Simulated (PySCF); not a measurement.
# SrH₂: one geometry, many levels of theory

Aim: at the PBE0 minimum of singlet SrH₂, found before, compare methods on energies and levels.

Computed with PySCF 2.14.0. Level: several methods, basis Sr def2-TZVP with ECP28, H def2-TZVP, scalar-relativistic core potentials, no spin–orbit coupling, density fitting.

## Step 1: Where the work starts

3 atoms, charge 0, spin multiplicity 1.

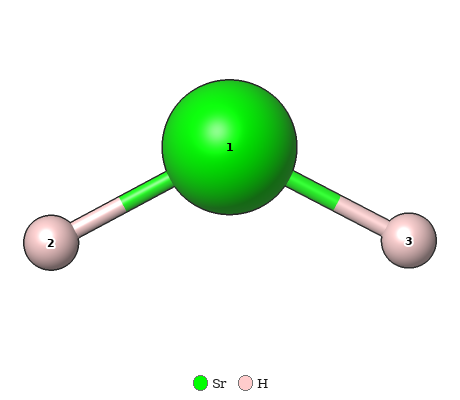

Start geometry, drawn with strontium green, hydrogen pink; atoms are numbered from 1 in the order of the file.

Z-matrix (Å, degrees; charge 0 multiplicity 1):
```
Sr
H  1 2.1593
H  1 2.1593 2 124.32
```

## Step 2: PBE0

One driver script runs all steps and calls PySCF; scf.py shows the equivalent input of each level. Each SCF starts from the density of the minimum. The driver also runs the species with one electron less or more at the same geometry (cation multiplicity 2, anion multiplicity 2); their logs are not shown.

Contents of scf.py:

```python
from pyscf import gto, scf, dft
mol = gto.M(atom='''
Sr     0.000000     0.022603    -0.000000
H     -0.000000    -0.985753     1.909448
H      0.000000    -0.985753    -1.909448''',
    basis={'Sr': 'def2-TZVP', 'H': 'def2-TZVP'},
    ecp={'Sr': 'def2-TZVP'},
    charge=0, spin=0)
mf = dft.RKS(mol, xc='PBE0')
mf.grids.atom_grid = (99, 590)
aux = {'Sr': 'def2-universal-JKFIT', 'H': 'def2-universal-JKFIT'}
mf = mf.density_fit(auxbasis=aux)
mf.kernel()
```

What it wrote:

```text
init E= -31.8297706162918
  HOMO = -0.199227304345202  LUMO = -0.0614813290669933  gap/eV = 3.74826
cycle= 1 E= -31.8297706163302  delta_E= -3.84e-11  |g|= 1.2e-06  |ddm|= 2.17e-05
  HOMO = -0.199227210303621  LUMO = -0.0614811194839568  gap/eV = 3.74826
Extra cycle  E= -31.8297706163308  delta_E= -6.39e-13  |g|= 5.12e-07  |ddm|= 4.77e-06
converged SCF energy = -31.8297706163308
```

This level, with the species of one electron less or more, ran for 2.8 s (4 threads, shared host).

| Item | Value |
| --- | --- |
| energy | -31.829771 Eh |
| one electron less (charge +1) | -31.555332 Eh (doublet, ⟨S²⟩ 0.78) |
| one electron more (charge -1) | -31.852992 Eh (doublet, ⟨S²⟩ 0.75) |
| Mulliken charge of Sr1 | +0.65 e |

## Step 3: CCSD(T)

scf.py, as its differences from that of step 2:

```diff
@@ -9,2 +9 @@
-mf = dft.RKS(mol, xc='PBE0')
-mf.grids.atom_grid = (99, 590)
+mf = scf.RHF(mol)
@@ -13,0 +13,3 @@
+from pyscf import cc
+mycc = cc.CCSD(mf, frozen=0).run()
+mycc.ccsd_t()
```

What it wrote (excerpt; [...] marks lines left out):

```text
[... the frontier levels of the middle cycles are left out ...]
init E= -31.4472983903121
  HOMO = -0.294263147799581  LUMO = -0.00443148202612509  gap/eV = 7.88672
cycle= 1 E= -31.4527792091358  delta_E= -0.00548  |g|= 0.0249  |ddm|= 0.236
  HOMO = -0.295436572660992  LUMO = -0.0087917399686317  gap/eV = 7.80000
cycle= 2 E= -31.4532642032099  delta_E= -0.000485  |g|= 0.00746  |ddm|= 0.0484
  HOMO = -0.29568125165223  LUMO = -0.0095319702155876  gap/eV = 7.78652
cycle= 3 E= -31.4533410961489  delta_E= -7.69e-05  |g|= 0.00164  |ddm|= 0.0215
cycle= 4 E= -31.4533457060985  delta_E= -4.61e-06  |g|= 0.000448  |ddm|= 0.00476
cycle= 5 E= -31.4533460259602  delta_E= -3.2e-07  |g|= 0.000101  |ddm|= 0.00146
cycle= 6 E= -31.4533460391776  delta_E= -1.32e-08  |g|= 2.78e-05  |ddm|= 0.000269
cycle= 7 E= -31.4533460402367  delta_E= -1.06e-09  |g|= 4.76e-06  |ddm|= 7.64e-05
cycle= 8 E= -31.4533460402745  delta_E= -3.78e-11  |g|= 7.33e-07  |ddm|= 1.83e-05
  HOMO = -0.295656620166439  LUMO = -0.00973620515205487  gap/eV = 7.78029
Extra cycle  E= -31.4533460402754  delta_E= -9.09e-13  |g|= 3.38e-07  |ddm|= 2.01e-06
converged SCF energy = -31.4533460402754
CCSD nocc = 6, nmo = 45
Init t2, MP2 energy = -31.6311106598653  E_corr(MP2) -0.177764619589929
RCCSD converged
E(RCCSD) = -31.65177802963737  E_corr = -0.1984319893619918
RCCSD(T) correction = -0.00239949005424754
```

This level, with the species of one electron less or more, took 18 s.

- energy: -31.654178 Eh
- one electron less (charge +1): -31.381834 Eh (doublet, ⟨S²⟩ 0.92)
- one electron more (charge -1): -31.673916 Eh (doublet, ⟨S²⟩ 0.75)
- MP2 correlation in its own fitting basis (same spin, opposite spin): -0.17838 Eh (-0.04152, -0.13686)
- CCSD, (T): -0.19843, -0.00240 Eh; T1 0.018, D1 0.059

## Step 4: HF

scf.py, as its differences from that of step 3:

```diff
@@ -13,3 +12,0 @@
-from pyscf import cc
-mycc = cc.CCSD(mf, frozen=0).run()
-mycc.ccsd_t()
```

The SCF cycles repeat those of step 3.

This level, with the species of one electron less or more, took under 0.5 s.

| Quantity | Value |
| --- | --- |
| energy | -31.453346 Eh |
| one electron less (charge +1) | -31.196141 Eh (doublet, ⟨S²⟩ 0.92) |
| one electron more (charge -1) | -31.468713 Eh (doublet, ⟨S²⟩ 0.75) |
| Mulliken charge of Sr1 | +0.82 e |

## Step 5: PBE

scf.py, as its differences from that of step 4:

```diff
@@ -9 +9,2 @@
-mf = scf.RHF(mol)
+mf = dft.RKS(mol, xc='PBE')
+mf.grids.atom_grid = (99, 590)
```

What it wrote:

```text
init E= -31.8327040255334
  HOMO = -0.157448979376291  LUMO = -0.0834498301403221  gap/eV = 2.01362
cycle= 1 E= -31.8334368580559  delta_E= -0.000733  |g|= 0.0229  |ddm|= 0.172
  HOMO = -0.165463458386834  LUMO = -0.0816920464698394  gap/eV = 2.27954
cycle= 2 E= -31.8333283650854  delta_E= 0.000108  |g|= 0.0277  |ddm|= 0.109
  HOMO = -0.161233283508926  LUMO = -0.0828277502284342  gap/eV = 2.13352
cycle= 3 E= -31.833727490471  delta_E= -0.000399  |g|= 0.00175  |ddm|= 0.0542
  HOMO = -0.161257475176785  LUMO = -0.082921070938756  gap/eV = 2.13164
cycle= 4 E= -31.8337284992715  delta_E= -1.01e-06  |g|= 0.000155  |ddm|= 0.00278
  HOMO = -0.161263870613998  LUMO = -0.0829470575959637  gap/eV = 2.13111
cycle= 5 E= -31.833728506201  delta_E= -6.93e-09  |g|= 2.2e-05  |ddm|= 0.000182
  HOMO = -0.161262500788688  LUMO = -0.0829433895003426  gap/eV = 2.13117
cycle= 6 E= -31.833728506464  delta_E= -2.63e-10  |g|= 4.19e-06  |ddm|= 6.46e-05
  HOMO = -0.161265390344077  LUMO = -0.0829446107843459  gap/eV = 2.13122
Extra cycle  E= -31.8337285064666  delta_E= -2.61e-12  |g|= 3.71e-06  |ddm|= 1.51e-05
converged SCF energy = -31.8337285064666
```

This level, with the species of one electron less or more, took 4.5 s.

```
energy                        : -31.833729 Eh
one electron less (charge +1) : -31.565270 Eh (doublet, ⟨S²⟩ 0.76)
one electron more (charge -1) : -31.856576 Eh (doublet, ⟨S²⟩ 0.75)
Mulliken charge of Sr1        : +0.59 e
```

## Step 6: r2SCAN

scf.py, as its differences from that of step 5:

```diff
@@ -9 +9 @@
-mf = dft.RKS(mol, xc='PBE')
+mf = dft.RKS(mol, xc='R2SCAN')
```

What it wrote:

```text
init E= -31.850542024089
  HOMO = -0.168667844995947  LUMO = -0.062274050228182  gap/eV = 2.89512
cycle= 1 E= -31.8508633556422  delta_E= -0.000321  |g|= 0.00757  |ddm|= 0.0826
  HOMO = -0.164193339375285  LUMO = -0.0605775744627728  gap/eV = 2.81953
cycle= 2 E= -31.8508813268896  delta_E= -1.8e-05  |g|= 0.00509  |ddm|= 0.0222
  HOMO = -0.166008451329984  LUMO = -0.0609248139499516  gap/eV = 2.85947
cycle= 3 E= -31.8508945343822  delta_E= -1.32e-05  |g|= 0.00112  |ddm|= 0.00924
  HOMO = -0.166034352404482  LUMO = -0.0610164988748143  gap/eV = 2.85768
cycle= 4 E= -31.8508949147684  delta_E= -3.8e-07  |g|= 0.000102  |ddm|= 0.00133
  HOMO = -0.166021419178832  LUMO = -0.0609918717892788  gap/eV = 2.85800
cycle= 5 E= -31.8508949191695  delta_E= -4.4e-09  |g|= 3.23e-05  |ddm|= 0.000258
  HOMO = -0.166027013581612  LUMO = -0.0609892683650606  gap/eV = 2.85822
cycle= 6 E= -31.8508949196178  delta_E= -4.48e-10  |g|= 5.52e-06  |ddm|= 8.49e-05
  HOMO = -0.166028335447852  LUMO = -0.0609903202078577  gap/eV = 2.85823
Extra cycle  E= -31.8508949196295  delta_E= -1.17e-11  |g|= 3.69e-06  |ddm|= 2.38e-05
converged SCF energy = -31.8508949196295
```

This level, with the species of one electron less or more, ran for 7.3 s (4 threads, shared host).

- energy: -31.850895 Eh
- one electron less (charge +1): -31.583036 Eh (doublet, ⟨S²⟩ 0.78)
- one electron more (charge -1): -31.873315 Eh (doublet, ⟨S²⟩ 0.75)
- Mulliken charge of Sr1: +0.68 e

## Step 7: B3LYP

scf.py, as its differences from that of step 6:

```diff
@@ -9 +9 @@
-mf = dft.RKS(mol, xc='R2SCAN')
+mf = dft.RKS(mol, xc='B3LYP')
```

What it wrote:

```text
init E= -31.8630686746818
  HOMO = -0.19394321087546  LUMO = -0.0715461472655325  gap/eV = 3.33059
cycle= 1 E= -31.8635469794248  delta_E= -0.000478  |g|= 0.00364  |ddm|= 0.0737
  HOMO = -0.193698871764177  LUMO = -0.0724819883138073  gap/eV = 3.29848
cycle= 2 E= -31.8635571052942  delta_E= -1.01e-05  |g|= 0.00233  |ddm|= 0.0166
  HOMO = -0.194377904325653  LUMO = -0.0724842910417094  gap/eV = 3.31689
cycle= 3 E= -31.8635598992896  delta_E= -2.79e-06  |g|= 0.000269  |ddm|= 0.00437
  HOMO = -0.194407832688351  LUMO = -0.0725585666067867  gap/eV = 3.31569
cycle= 4 E= -31.8635599487449  delta_E= -4.95e-08  |g|= 0.000175  |ddm|= 0.00098
  HOMO = -0.194433339936261  LUMO = -0.0725571563849534  gap/eV = 3.31642
cycle= 5 E= -31.8635599592345  delta_E= -1.05e-08  |g|= 2.21e-05  |ddm|= 0.000196
  HOMO = -0.194428319340055  LUMO = -0.072558596366018  gap/eV = 3.31624
cycle= 6 E= -31.8635599595252  delta_E= -2.91e-10  |g|= 5.91e-06  |ddm|= 5.57e-05
  HOMO = -0.194431279623824  LUMO = -0.0725596263522359  gap/eV = 3.31630
Extra cycle  E= -31.8635599595419  delta_E= -1.67e-11  |g|= 3.58e-06  |ddm|= 1.59e-05
converged SCF energy = -31.8635599595419
```

This level, with the species of one electron less or more, took 4.6 s.

* energy: -31.863560 Eh
* one electron less (charge +1): -31.587297 Eh (doublet, ⟨S²⟩ 0.78)
* one electron more (charge -1): -31.887382 Eh (doublet, ⟨S²⟩ 0.75)
* Mulliken charge of Sr1: +0.66 e

## Step 8: TPSSh

scf.py, as its differences from that of step 7:

```diff
@@ -9 +9 @@
-mf = dft.RKS(mol, xc='B3LYP')
+mf = dft.RKS(mol, xc='TPSSH')
```

What it wrote:

```text
init E= -31.8459297547285
  HOMO = -0.184183882560012  LUMO = -0.0690842317234013  gap/eV = 3.13202
cycle= 1 E= -31.8461862366032  delta_E= -0.000256  |g|= 0.00908  |ddm|= 0.0646
  HOMO = -0.178470714839545  LUMO = -0.0689377477995348  gap/eV = 2.98054
cycle= 2 E= -31.8462094358951  delta_E= -2.32e-05  |g|= 0.00601  |ddm|= 0.0265
  HOMO = -0.180378450181133  LUMO = -0.0687378265913055  gap/eV = 3.03790
cycle= 3 E= -31.8462294812485  delta_E= -2e-05  |g|= 0.00119  |ddm|= 0.0123
  HOMO = -0.18041360892733  LUMO = -0.0688481351069175  gap/eV = 3.03585
cycle= 4 E= -31.8462298745165  delta_E= -3.93e-07  |g|= 0.000207  |ddm|= 0.00114
  HOMO = -0.180360248584442  LUMO = -0.0688481076604059  gap/eV = 3.03440
cycle= 5 E= -31.8462298920582  delta_E= -1.75e-08  |g|= 4.53e-05  |ddm|= 0.000328
  HOMO = -0.18034838676818  LUMO = -0.06884341700015  gap/eV = 3.03420
cycle= 6 E= -31.8462298927004  delta_E= -6.42e-10  |g|= 1.66e-06  |ddm|= 8.16e-05
  HOMO = -0.180349367326494  LUMO = -0.0688439522338187  gap/eV = 3.03422
Extra cycle  E= -31.8462298927017  delta_E= -1.29e-12  |g|= 1.02e-06  |ddm|= 4.8e-06
converged SCF energy = -31.8462298927017
```

This level, with the species of one electron less or more, took 7.5 s.

* energy: -31.846230 Eh
* one electron less (charge +1): -31.575439 Eh (doublet, ⟨S²⟩ 0.78)
* one electron more (charge -1): -31.866751 Eh (doublet, ⟨S²⟩ 0.75)
* Mulliken charge of Sr1: +0.70 e

## Step 9: MP2

scf.py, as its differences from that of step 8:

```diff
@@ -9,2 +9 @@
-mf = dft.RKS(mol, xc='TPSSH')
-mf.grids.atom_grid = (99, 590)
+mf = scf.RHF(mol)
@@ -13,0 +13,2 @@
+from pyscf.mp import dfmp2
+dfmp2.DFMP2(mf, frozen=0).kernel()  # the driver gives MP2 a fitting basis of its own (RI)
```

The SCF cycles repeat those of step 3.

This level, with the species of one electron less or more, took under 0.5 s.

| Property | Result |
| --- | --- |
| energy | -31.631727 Eh |
| one electron less (charge +1) | -31.358231 Eh (doublet, ⟨S²⟩ 0.92) |
| one electron more (charge -1) | -31.650952 Eh (doublet, ⟨S²⟩ 0.75) |
| MP2 correlation in its own fitting basis (same spin, opposite spin) | -0.17838 Eh (-0.04152, -0.13686) |

## Step 10: M06

scf.py, as its differences from that of step 9:

```diff
@@ -9 +9,2 @@
-mf = scf.RHF(mol)
+mf = dft.RKS(mol, xc='M06')
+mf.grids.atom_grid = (99, 590)
@@ -13,2 +13,0 @@
-from pyscf.mp import dfmp2
-dfmp2.DFMP2(mf, frozen=0).kernel()  # the driver gives MP2 a fitting basis of its own (RI)
```

What it wrote:

```text
init E= -31.8017332959737
  HOMO = -0.199124135266596  LUMO = -0.0631528668492027  gap/eV = 3.69997
cycle= 1 E= -31.8026796017232  delta_E= -0.000946  |g|= 0.00944  |ddm|= 0.15
  HOMO = -0.195232394666513  LUMO = -0.0699300196634747  gap/eV = 3.40965
cycle= 2 E= -31.8027160167791  delta_E= -3.64e-05  |g|= 0.00518  |ddm|= 0.0309
  HOMO = -0.196739883591694  LUMO = -0.0676801933909947  gap/eV = 3.51189
cycle= 3 E= -31.8027294785274  delta_E= -1.35e-05  |g|= 0.000998  |ddm|= 0.0101
  HOMO = -0.196663712381972  LUMO = -0.0679390801710562  gap/eV = 3.50278
cycle= 4 E= -31.8027298242461  delta_E= -3.46e-07  |g|= 0.000361  |ddm|= 0.00147
  HOMO = -0.196648979590347  LUMO = -0.067992355140045  gap/eV = 3.50093
cycle= 5 E= -31.8027298615035  delta_E= -3.73e-08  |g|= 3.14e-05  |ddm|= 0.000427
  HOMO = -0.196641279122632  LUMO = -0.0679968331766643  gap/eV = 3.50059
cycle= 6 E= -31.8027298621577  delta_E= -6.54e-10  |g|= 5.89e-06  |ddm|= 0.000143
  HOMO = -0.196642075149652  LUMO = -0.0679943808097487  gap/eV = 3.50068
Extra cycle  E= -31.8027298621988  delta_E= -4.12e-11  |g|= 2.7e-06  |ddm|= 2.29e-05
converged SCF energy = -31.8027298621988
```

This level, with the species of one electron less or more, ran for 6.9 s (4 threads, shared host).

| Item | Value |
| --- | --- |
| energy | -31.802730 Eh |
| one electron less (charge +1) | -31.527567 Eh (doublet, ⟨S²⟩ 0.77) |
| one electron more (charge -1) | -31.814370 Eh (doublet, ⟨S²⟩ 0.75) |
| Mulliken charge of Sr1 | +0.71 e |

## Step 11: PBEsol

scf.py, as its differences from that of step 10:

```diff
@@ -9 +9 @@
-mf = dft.RKS(mol, xc='M06')
+mf = dft.RKS(mol, xc='PBEsol')
```

What it wrote (excerpt; [...] marks lines left out):

```text
[... the frontier levels of the middle cycles are left out ...]
init E= -31.7388776686713
  HOMO = -0.152198560460439  LUMO = -0.0776258509386558  gap/eV = 2.02923
cycle= 1 E= -31.7394500120776  delta_E= -0.000572  |g|= 0.0316  |ddm|= 0.185
  HOMO = -0.166355767677955  LUMO = -0.0766395846686219  gap/eV = 2.44130
cycle= 2 E= -31.7393082020201  delta_E= 0.000142  |g|= 0.0381  |ddm|= 0.151
  HOMO = -0.159590470666753  LUMO = -0.077548995406999  gap/eV = 2.23246
cycle= 3 E= -31.7400892138413  delta_E= -0.000781  |g|= 0.00279  |ddm|= 0.0728
cycle= 4 E= -31.7400925463172  delta_E= -3.33e-06  |g|= 0.000466  |ddm|= 0.00473
cycle= 5 E= -31.7400926043817  delta_E= -5.81e-08  |g|= 5.15e-05  |ddm|= 0.000567
cycle= 6 E= -31.7400926056021  delta_E= -1.22e-09  |g|= 8.4e-06  |ddm|= 0.000151
cycle= 7 E= -31.7400926056399  delta_E= -3.78e-11  |g|= 1.11e-06  |ddm|= 2.38e-05
  HOMO = -0.159040344473045  LUMO = -0.0773928680916451  gap/eV = 2.22174
Extra cycle  E= -31.7400926056399  delta_E= -1.42e-14  |g|= 1.19e-06  |ddm|= 3.89e-06
converged SCF energy = -31.7400926056399
```

This level, with the species of one electron less or more, took 4.6 s.

* energy: -31.740093 Eh
* one electron less (charge +1): -31.473758 Eh (doublet, ⟨S²⟩ 0.76)
* one electron more (charge -1): -31.761249 Eh (doublet, ⟨S²⟩ 0.75)
* Mulliken charge of Sr1: +0.56 e

## Step 12: Comparison of the levels

| level | atomisation energy (kJ/mol) | vertical ionisation energy (eV) | vertical electron affinity (eV) | −ε(HOMO) (eV) | gap (eV) | dipole (D) | wall time |
| --- | --- | --- | --- | --- | --- | --- | --- |
| PBE0 | 394 | 7.47 | 0.63 | 5.42 | 3.75 | 6.22 | 2.8 s |
| CCSD(T) | 334 | 7.41 | 0.54 | – | – | – | 18 s |
| HF | 280 | 7.00 | 0.42 | 8.05 | 7.78 | 6.93 | under 0.5 s |
| PBE | 395 | 7.31 | 0.62 | 4.39 | 2.13 | 5.85 | 4.5 s |
| r2SCAN | 426 | 7.29 | 0.61 | 4.52 | 2.86 | 6.30 | 7.3 s |
| B3LYP | 408 | 7.52 | 0.65 | 5.29 | 3.32 | 6.14 | 4.6 s |
| TPSSh | 447 | 7.37 | 0.56 | 4.91 | 3.03 | 6.26 | 7.5 s |
| MP2 | 306 | 7.44 | 0.52 | – | – | – | under 0.5 s |
| M06 | 394 | 7.49 | 0.32 | 5.35 | 3.50 | 6.34 | 6.9 s |
| PBEsol | 408 | 7.25 | 0.58 | 4.33 | 2.22 | 5.82 | 4.6 s |

Times are for 4 threads, shared host; PBE0 starts from its own converged density, so its time is not comparable. A dash stands where a species or a free atom was not run at that level, or the quantity is not defined.

Atomisation goes to high-spin atoms in their ground configurations, run at the same level, without zero-point energy.

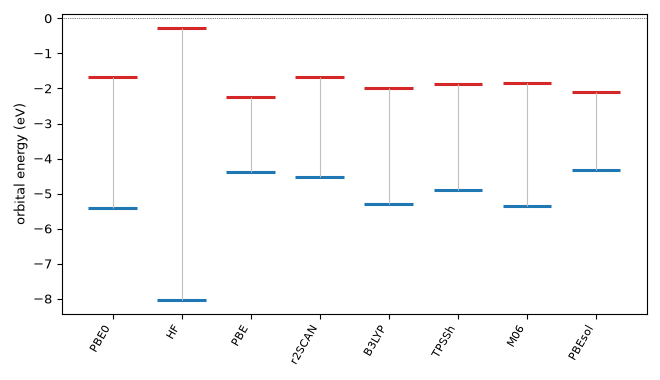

Highest occupied (blue) and lowest empty (red) levels by method.

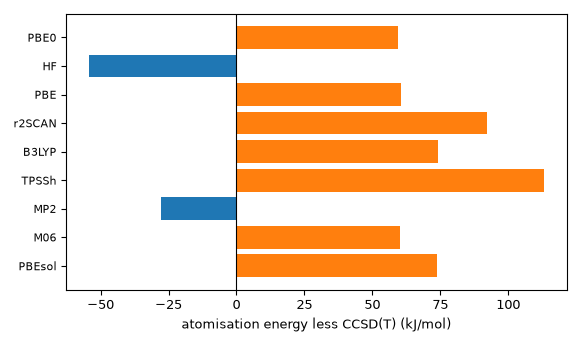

Deviation of the atomisation energy from CCSD(T).

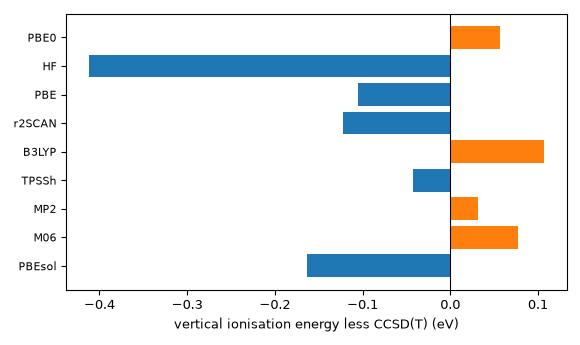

Deviation of the vertical ionisation energy from CCSD(T).

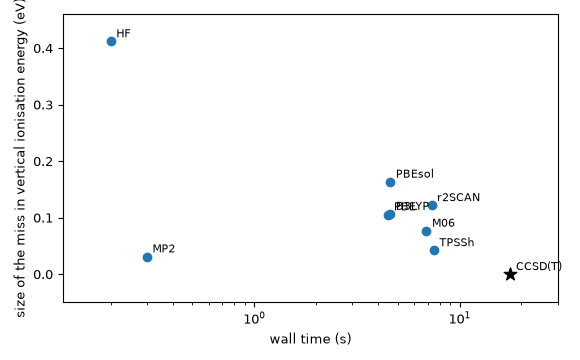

Cost against accuracy: time of each level and its distance from CCSD(T) in the vertical ionisation energy.

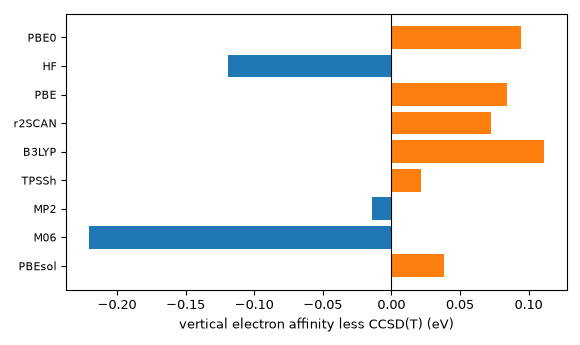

Deviation of the vertical electron affinity from CCSD(T).

## Step 13: Results

| quantity | value |
| --- | --- |
| atomisation energy, CCSD(T) in this basis | 334 kJ/mol |
| vertical ionisation energy, CCSD(T) | 7.41 eV |
| vertical electron affinity, CCSD(T) | 0.54 eV |
| gap, range | 2.13 (PBE) to 7.78 (HF) eV |
| T1, D1 | 0.018, 0.059 |
| T1, D1 of the cation | 0.030, 0.099 |
| T1, D1 of the anion | 0.018, 0.067 |

**Reading.** The functionals' atomisation energies stand +60 kJ/mol (PBE0) to +113 kJ/mol (TPSSh) from CCSD(T); part of that is the slow basis convergence of CCSD(T), which would bind more at its limit. Against CCSD(T), the vertical ionisation energy is best met by MP2 (+0.03 eV) and worst by HF (-0.41 eV). Against CCSD(T), the vertical electron affinity is best met by MP2 (-0.01 eV) and worst by M06 (-0.22 eV). PBE's −ε(HOMO), 4.4 eV, falls 3.0 eV short of the ionisation energy, while its energy difference gives 7.3 eV. Without diffuse functions electron affinities tend to come out too low.
